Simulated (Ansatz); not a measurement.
AlH₂Cl₃: nudged elastic band

The run: nudged elastic band of AlH₂Cl₃. Method and program: RHF/def2-SVP (Ansatz 0.2.0).

It belongs to a series of runs on one base structure; here: band between the two ends. Figures and captions count atoms from 1; the log counts them from 0 in places.

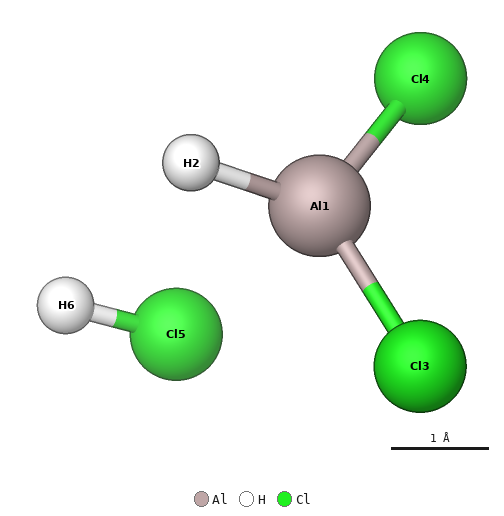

**Figure 1.** The structure as given in the input (ball-and-stick view, seen at a tilt; atoms are numbered from 1 in the order of the input). Sticks mark near contacts. Bond lengths as drawn: Al–Cl 2.11 Å, Al–H 1.56 Å and Cl–H 1.28 Å.

## Results in brief

| quantity | value |
| --- | --- |
| outcome | converged |
| barrier, forward | 0.788 eV |
| barrier, backward | 1.845 eV |
| hardware | 1 thread of Intel Xeon @ 2.60GHz (Ice Lake), 24 GiB of memory available, shared host |
| wall time | 74 s |
| peak memory | 0.17 GiB |

The order of the saddle point was not checked.

## The input
```yaml
crystal:
  periodic: [false, false, false]
  atoms:
    - { symbol: Al, position_ang: [-0.000325, 0.205831, -0.024391] }
    - { symbol: H, position_ang: [0.000578, 0.754012, 1.435712] }
    - { symbol: Cl, position_ang: [1.791131, 0.138272, -1.128979] }
    - { symbol: Cl, position_ang: [-1.807458, 0.047007, -1.093466] }
    - { symbol: Cl, position_ang: [0.075706, -2.430693, 1.003905] }
    - { symbol: H, position_ang: [0.089468, -2.09523, 2.235218] }
basis:
  gaussian: { orbitals: def2-SVP }
hamiltonian:
  xc: hf
neb:
  order_check: false
  images: 7
  f_tol: 0.03
  max_iterations: 60
  final_atoms:
    - { symbol: Al, position_ang: [0.02067571, -0.79785031, -0.55024028] }
    - { symbol: H, position_ang: [0.02123368, 0.28281238, 2.28459372] }
    - { symbol: Cl, position_ang: [1.79215012, 0.229882, -0.91967003] }
    - { symbol: Cl, position_ang: [-1.80671168, 0.14291304, -0.87659113] }
    - { symbol: Cl, position_ang: [0.07617143, -2.78853547, 0.05868066] }
    - { symbol: H, position_ang: [0.04558075, -0.45002265, 2.43122606] }
  initial_path:
    images:
      - { positions_ang: [[-0.000325, 0.205831, -0.024391], [0.000578, 0.754012, 1.435712], [1.791131, 0.138272, -1.128979], [-1.807458, 0.047007, -1.093466], [0.075706, -2.430693, 1.003905], [0.089468, -2.09523, 2.235218]] }
      - { positions_ang: [[-0.00171224, 0.15555846, -0.0165196], [0.0018328, 0.5608561, 1.55601335], [1.8229879, 0.11128401, -1.126548], [-1.8415184, 0.03686188, -1.09418672], [0.08662362, -2.42370318, 0.94662346], [0.08088633, -1.82165826, 2.16261651]] }
      - { positions_ang: [[-0.00309949, 0.10528591, -0.0086482], [0.00308759, 0.36770019, 1.6763147], [1.85484479, 0.08429601, -1.124117], [-1.87557879, 0.02671676, -1.09490744], [0.09754124, -2.41671336, 0.88934192], [0.07230466, -1.54808652, 2.09001502]] }
      - { positions_ang: [[-0.00448673, 0.05501337, -0.00077679], [0.00434239, 0.17454429, 1.79661605], [1.88670169, 0.05730802, -1.121686], [-1.90963919, 0.01657164, -1.09562816], [0.10845886, -2.40972354, 0.83206037], [0.06372298, -1.27451478, 2.01741353]] }
      - { positions_ang: [[-0.00587398, 0.00474083, 0.00709461], [0.00559718, -0.01861161, 1.9169174], [1.91855859, 0.03032003, -1.119255], [-1.94369958, 0.00642652, -1.09634888], [0.11937648, -2.40273372, 0.77477883], [0.05514131, -1.00094304, 1.94481204]] }
      - { positions_ang: [[0.00076344, -0.19590696, -0.13223911], [0.00950631, 0.05674439, 2.00883648], [1.88695647, 0.08021052, -1.06935876], [-1.90945261, 0.04054815, -1.04140944], [0.10857521, -2.49918416, 0.59575429], [0.05275117, -0.86321294, 2.06641555]] }
      - { positions_ang: [[0.00740086, -0.39655474, -0.27157284], [0.01341543, 0.13210038, 2.10075556], [1.85535435, 0.13010101, -1.01946251], [-1.87520563, 0.07466978, -0.98647001], [0.09777395, -2.59563459, 0.41672975], [0.05036103, -0.72548284, 2.18801905]] }
      - { positions_ang: [[0.01403829, -0.59720253, -0.41090656], [0.01732456, 0.20745638, 2.19267464], [1.82375223, 0.17999151, -0.96956627], [-1.84095866, 0.10879141, -0.93153057], [0.08697269, -2.69208503, 0.23770521], [0.04797089, -0.58775275, 2.30962256]] }
      - { positions_ang: [[0.02067571, -0.79785031, -0.55024028], [0.02123368, 0.28281238, 2.28459372], [1.79215012, 0.229882, -0.91967003], [-1.80671168, 0.14291304, -0.87659113], [0.07617143, -2.78853547, 0.05868066], [0.04558075, -0.45002265, 2.43122606]] }
```

Run as:
```bash
ansatz run input.yaml --threads 1 --pin off --max-ram 2048MiB --backend cpu --events-out ev --progress --plain --runs-dir out
```

## Output
```
Engine: ansatz 0.2.0, x86_64-unknown-linux-gnu
Functional definition: HF
  exchange = exact_x
  correlation = 0
796 factors; integrals over basis functions are off by at most 2.2e-4 eV
mean field evaluation 1: about -44114.4979 eV, gradient 1.9e1 eV
mean field evaluation 2: about -44114.5019 eV, gradient 1.9e1 eV
mean field evaluation 4: about -44115.8067 eV, gradient 1.5e0 eV
mean field evaluation 8: about -44115.8191 eV, gradient 3.6e-4 eV
mean field -44115.81907530 eV, -1621.2264482411 hartree, gradient 8.2e-6 eV, S^2 0.000000; 0 other end points of the search recorded, 0 dependent functions left out
the calculation of the forces begins
reference -44115.81907530 eV, -1621.2264482411 hartree; 33, 33 occupied and 49, 49 virtual orbitals, 796 factors
799 factors; integrals over basis functions are off by at most 7.0e-4 eV
mean field evaluation 16: about -44116.8755 eV, gradient 1.6e-1 eV
mean field -44116.87583345 eV, -1621.2652833869 hartree, gradient 1.3e-5 eV, S^2 0.000000; 0 other end points of the search recorded, 0 dependent functions left out
[... from here on the field's lines of each further geometry are left out, up to the last ...]
NEB iter   1: max|band force component| = 3.739e0 eV/Å  barrier→ = 1.9630 eV  barrier← = 3.0198 eV  Δτ_max = 0.2000 Å  (236 SCF iters)
NEB iter   2: max|band force component| = 1.493e0 eV/Å  barrier→ = 0.8746 eV  barrier← = 1.9313 eV  Δτ_max = 0.2000 Å  (195 SCF iters)
NEB iter   3: max|band force component| = 1.152e0 eV/Å  barrier→ = 0.6974 eV  barrier← = 1.7542 eV  Δτ_max = 0.0925 Å  (179 SCF iters)
NEB iter   4: max|band force component| = 8.573e-1 eV/Å  barrier→ = 0.6587 eV  barrier← = 1.7154 eV  CI = image 3  Δτ_max = 0.1694 Å  (169 SCF iters)
NEB iter   5: max|band force component| = 1.671e0 eV/Å  barrier→ = 0.8085 eV  barrier← = 1.8653 eV  CI = image 3  Δτ_max = 0.0617 Å  (180 SCF iters)
NEB iter   6: max|band force component| = 3.182e-1 eV/Å  barrier→ = 0.7894 eV  barrier← = 1.8462 eV  CI = image 3  Δτ_max = 0.0108 Å  (171 SCF iters)
NEB iter   7: max|band force component| = 5.280e-2 eV/Å  barrier→ = 0.7880 eV  barrier← = 1.8448 eV  CI = image 3  Δτ_max = 0.0070 Å  (166 SCF iters)
the calculation of the forces begins
reference -44116.87382485 eV, -1621.2652095720 hartree; 33, 33 occupied and 49, 49 virtual orbitals, 799 factors
798 factors; integrals over basis functions are off by at most 1.2e-3 eV
mean field evaluation 512: about -44113.7489 eV, gradient 1.9e1 eV
mean field -44115.03118829 eV, -1621.1974939275 hartree, gradient 5.1e-6 eV, S^2 0.000000; 1 other end points of the search recorded, 0 dependent functions left out
the calculation of the forces begins
reference -44115.03118829 eV, -1621.1974939275 hartree; 33, 33 occupied and 49, 49 virtual orbitals, 798 factors
NEB iter   8: max|band force component| = 2.159e-2 eV/Å  barrier→ = 0.7879 eV  barrier← = 1.8446 eV  CI = image 3  Δτ_max = 0.0000 Å  (349 SCF iters)
```

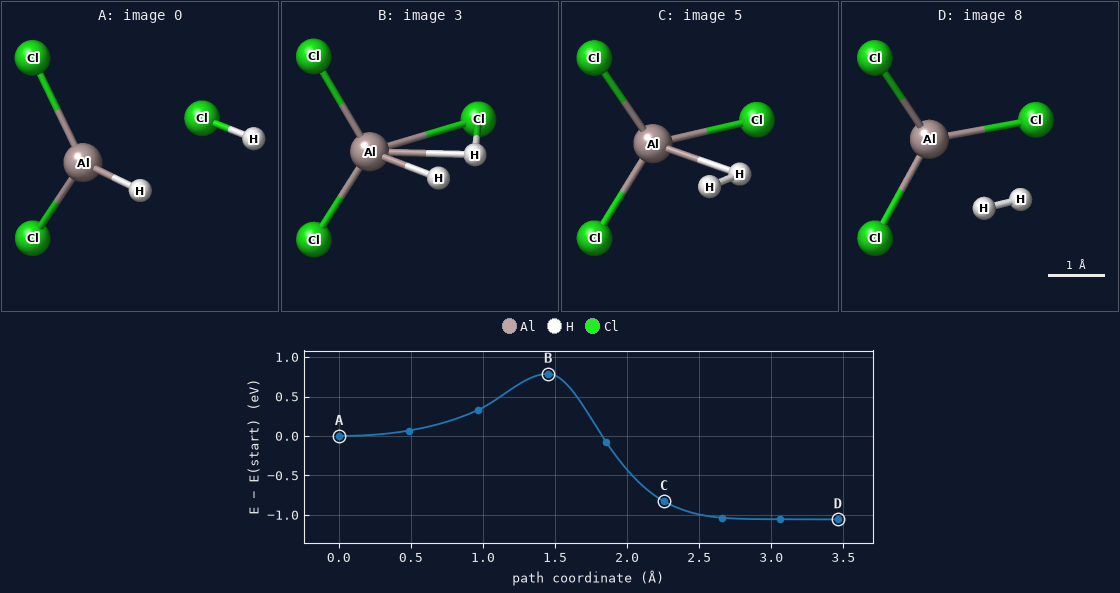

**Figure 2.** Images of the last band (counted from 0; ball-and-stick, seen at a tilt) above the energy along the path; the line is a cubic interpolation that uses the forces. The highest image is number 3, 0.788 eV above the start and 1.845 eV above the end (the climbing image); the end lies 1.057 eV below the start. The path is 3.46 Å long. The band converged in 8 iterations.

```
Total energy: -44115.03118829 eV, -1621.1974939275 hartree
Atom 0 at     0.012814    -0.242361    -0.003485 Å, force    -0.002099    -0.005509    -0.007981 eV/Å
Atom 1 at     0.021967     0.083255     1.624778 Å, force    -0.000244     0.011866     0.017717 eV/Å
Atom 2 at     1.820620     0.174968    -0.969305 Å, force     0.000429    -0.000966    -0.001904 eV/Å
Atom 3 at    -1.833949     0.086249    -0.929313 Å, force     0.001430    -0.001903    -0.001716 eV/Å
Atom 4 at     0.076549    -2.394346     1.006598 Å, force    -0.001523     0.015941     0.003475 eV/Å
Atom 5 at     0.051098    -1.088567     1.698725 Å, force     0.002008    -0.019429    -0.009591 eV/Å
Dipole moment:     0.007028    -0.093481     0.422495 e Å
this run last wrote the band of iteration 8 to [file]
```

## The last band as extended XYZ (Å, eV, eV/Å)
```
6
Properties=species:S:1:pos:R:3:forces:R:3 image=0 energy=-44115.81907
Al   -0.0003    0.2058   -0.0244   -0.0001   0.0010   0.0015
H     0.0006    0.7540    1.4357    0.0000  -0.0002  -0.0018
Cl    1.7911    0.1383   -1.1290    0.0000  -0.0002   0.0001
Cl   -1.8075    0.0470   -1.0935    0.0001  -0.0001   0.0001
Cl    0.0757   -2.4307    1.0039    0.0000  -0.0003  -0.0017
H     0.0895   -2.0952    2.2352    0.0001  -0.0002   0.0018
6
Properties=species:S:1:pos:R:3:forces:R:3 image=1 energy=-44115.75106
Al    0.0035    0.0938   -0.0064   -0.0019   0.0844  -0.0007
H     0.0092    0.5012    1.5021   -0.0039   0.1348  -0.0433
Cl    1.8049    0.1495   -1.0925   -0.0125  -0.0028  -0.0409
Cl   -1.8211    0.0577   -1.0539    0.0117  -0.0025  -0.0411
Cl    0.0793   -2.4385    1.0037   -0.0004  -0.0049  -0.0276
H     0.0733   -1.7445    2.0750    0.0070  -0.2090   0.1536
6
Properties=species:S:1:pos:R:3:forces:R:3 image=2 energy=-44115.48850
Al    0.0073   -0.0292    0.0095   -0.0106   0.3707   0.0157
H     0.0156    0.2862    1.5521   -0.0094   0.3632  -0.1144
Cl    1.8216    0.1556   -1.0274    0.0042  -0.0321  -0.1027
Cl   -1.8361    0.0642   -0.9876   -0.0042  -0.0327  -0.1030
Cl    0.0790   -2.4365    1.0399    0.0023  -0.0762   0.0491
H     0.0618   -1.4212    1.8414    0.0177  -0.5928   0.2552
6
Properties=species:S:1:pos:R:3:forces:R:3 image=3 energy=-44115.03119
Al    0.0128   -0.2424   -0.0035   -0.0021  -0.0055  -0.0080
H     0.0220    0.0833    1.6248   -0.0002   0.0119   0.0177
Cl    1.8206    0.1750   -0.9693    0.0004  -0.0010  -0.0019
Cl   -1.8339    0.0862   -0.9293    0.0014  -0.0019  -0.0017
Cl    0.0765   -2.3943    1.0066   -0.0015   0.0159   0.0035
H     0.0511   -1.0886    1.6987    0.0020  -0.0194  -0.0096
6
Properties=species:S:1:pos:R:3:forces:R:3 image=4 energy=-44115.89033
Al    0.0173   -0.4382   -0.0625    0.0292  -1.4524  -0.4371
H     0.0241    0.0187    1.7066    0.0155  -0.4101   0.5703
Cl    1.8090    0.2000   -0.9333   -0.0926   0.1273   0.2207
Cl   -1.8204    0.1152   -0.8951    0.0918   0.1307   0.2186
Cl    0.0748   -2.4631    0.8590    0.0008  -0.4769  -1.0046
H     0.0443   -0.8135    1.7533   -0.0446   2.0814   0.4320
6
Properties=species:S:1:pos:R:3:forces:R:3 image=5 energy=-44116.64558
Al    0.0207   -0.6222   -0.1570    0.0092  -0.4983  -0.2502
H     0.0224    0.0957    1.7778   -0.0048   0.2713   0.1542
Cl    1.7920    0.2370   -0.8635   -0.0448   0.0206   0.1372
Cl   -1.8031    0.1526   -0.8266    0.0468   0.0220   0.1360
Cl    0.0756   -2.5887    0.6380    0.0021  -0.3005  -0.4627
H     0.0414   -0.6552    1.8593   -0.0085   0.4849   0.2855
6
Properties=species:S:1:pos:R:3:forces:R:3 image=6 energy=-44116.85448
Al    0.0223   -0.7274   -0.2526    0.0004  -0.0541  -0.0400
H     0.0214    0.1968    1.8389   -0.0012   0.0574   0.0194
Cl    1.7911    0.2488   -0.7801   -0.0001  -0.0099   0.0247
Cl   -1.8020    0.1620   -0.7439    0.0015  -0.0103   0.0246
Cl    0.0769   -2.7261    0.3692    0.0001  -0.0509  -0.0880
H     0.0393   -0.5350    1.9966   -0.0008   0.0678   0.0593
6
Properties=species:S:1:pos:R:3:forces:R:3 image=7 energy=-44116.87383
Al    0.0219   -0.7759   -0.4066   -0.0001  -0.0020  -0.0038
H     0.0188    0.2534    2.0404    0.0000   0.0031   0.0045
Cl    1.7944    0.2419   -0.8093    0.0003  -0.0007  -0.0013
Cl   -1.8061    0.1547   -0.7705   -0.0002  -0.0007  -0.0013
Cl    0.0767   -2.7821    0.1593    0.0000  -0.0012  -0.0037
H     0.0434   -0.4728    2.2146    0.0000   0.0015   0.0055
6
Properties=species:S:1:pos:R:3:forces:R:3 image=8 energy=-44116.87583
Al    0.0207   -0.7978   -0.5502   -0.0002   0.0013   0.0032
H     0.0212    0.2828    2.2846    0.0006  -0.0204   0.0030
Cl    1.7921    0.2299   -0.9197    0.0027  -0.0019  -0.0001
Cl   -1.8067    0.1429   -0.8766   -0.0025  -0.0021  -0.0002
Cl    0.0762   -2.7885    0.0587   -0.0001   0.0047  -0.0002
H     0.0456   -0.4500    2.4312   -0.0005   0.0184  -0.0058
```
